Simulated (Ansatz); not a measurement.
# NiTe2 (P-3m1): a Bloch–Grüneisen fit of the computed resistivity

Can the computed ρ(T) of NiTe2 (P-3m1) be held by the Bloch–Grüneisen form, and does the fit predict a row it has not seen?

The resistivities were computed with Ansatz 0.2.0 (DFT PBEsol, scalar-relativistic, plane waves, PAW; PAW set soft_1) from the linearised Boltzmann equation with harmonic phonons, on q 3×3×3, k 15×15×9, scattering 24×24×16; the fit below is done by hand on them.

## Step 1: Computed resistivities

The structure is trigonal, space group P-3m1 (No. 164). Conventional cell: a = 3.836 Å, b = 3.836 Å, c = 5.134 Å, α = 90.00°, β = 90.00°, γ = 120.00°. Ni on site a has 6 Te at 2.56 Å as nearest neighbours. Te on site d has 3 Ni at 2.56 Å as nearest neighbours.

This is the relaxed cell of the run, from steps not shown here.

The mean resistivity of the three axes from 50 to 800 K, with one row held back; the colder rows stay outside the fit and test it at the end:

| T (K) | ρ (μΩ cm) |
| --- | --- |
| 50 | 1.460 |
| 80 | 3.537 |
| 100 | 4.95 |
| 150 | 8.366 |
| 200 | 11.65 |
| 273 | 16.29 |
| 300 | 17.97 |
| 400 | ? |
| 500 | 30.08 |
| 600 | 35.94 |
| 800 | 47.45 |

## Step 2: Model and fit

Bloch and Grüneisen's form is ρ(T) = A (T/Θ)⁵ J₅(Θ/T), with J₅(z) the integral of x⁵/((eˣ − 1)(1 − e⁻ˣ)) from 0 to z. It goes as T⁵ far below Θ and as A T/(4Θ) far above. For a trial Θ the best A is the geometric mean of ρ/[(T/Θ)⁵ J₅] over the rows, and the scatter of that ratio measures the fit:

| Θ (K) | A (μΩ cm) | scatter (%) |
| --- | --- | --- |
| 116 | 25.73 | 13.4 |
| 156 | 36.08 | 7.2 |
| 174 | 41.14 | 4.0 |
| 194 | 47.12 | 0.9 |
| 214 | 53.49 | 4.2 |
| 242 | 63.17 | 10.2 |
| 292 | 82.98 | 21.8 |

The scatter is least at Θ = 194 K, with A = 47.12 μΩ cm (0.9 % r.m.s.).

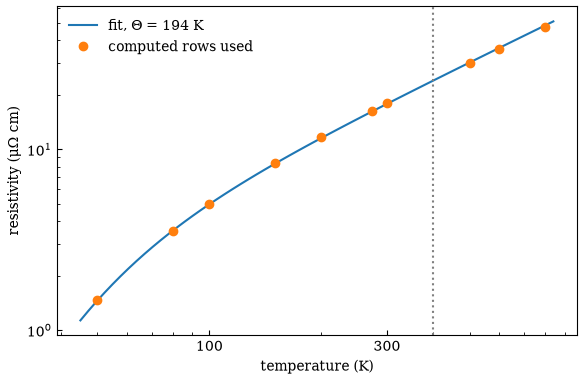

The fit through the rows used; the dotted line marks the temperature held back.

## Step 3: The row held back

At T = 400 K, Θ/T = 0.485, J₅ = 0.01365 and (T/Θ)⁵ = 37.26, so the fit gives 23.97 μΩ cm. The computed value is 24.10 μΩ cm: the fit is off by -0.54 %. Outside its range, at 20 K, it gives 0.0630 against 0.0870 μΩ cm computed, 0.72 times that; at that temperature the run's own test moves by 4 % between meshes in the component that moves most. Among the rows used, the largest miss is +2.0 %, at 800 K.

## Step 4: Reading Θ and A

Θ = 194 K is 1.48 times ħω_log/k_B (131 K) and 0.59 of the highest phonon frequency (327 K). The high-temperature slope of the fit, A/(4Θ), is 0.0607 μΩ cm/K. The same slope from the run's transport coupling and plasma energy, 2π k_B λ_tr/(ħ ε₀ ω_p²) with λ_tr = 0.490, 0.490, 0.464 (xx, yy, zz) and ħω_p = 5.53, 5.53, 5.32 (xx, yy, zz) eV, is 0.0651 μΩ cm/K in the mean of the axes, +7.2 % from it. For comparison, the computed rows rise by 0.0575 μΩ cm/K between the two hottest.

## Step 5: Results

```yaml
theta: 194 K
a: 47.12 μΩ cm
scatter_of_the_fit: 0.9 %
held_back_row_at_400_k_fit_against_computed: 23.97 against 24.10 μΩ cm
```

What this shows: Two numbers, Θ = 194 K and A = 47.1 μΩ cm, hold the computed ρ(T) from 50 to 800 K within 0.94 % r.m.s. and predict the held-back row within 0.54 %. At 20 K, outside the rows fitted, it gives 0.72 times the computed value. By the run's own test the resistivity at 300 K moves by 5 % between its two finest scattering meshes, in the component that moves most. The relaxed volume lies -4.3 % from the database entry, whose temperature is not recorded here; volume shifts the phonons and ρ. The fit describes the calculation: impurities, thermal expansion, changes of phase and anharmonicity are in neither.

[Logs are printed without paths, hosts, clocks, repeated set-up lines and the standing remarks that a program may print on its own settings, such as how far it seeks lower states.]

[Hosts, paths, dates, database ids (printed as entryN), source tags and the programs' standing remarks are cut or masked in the printed files.]
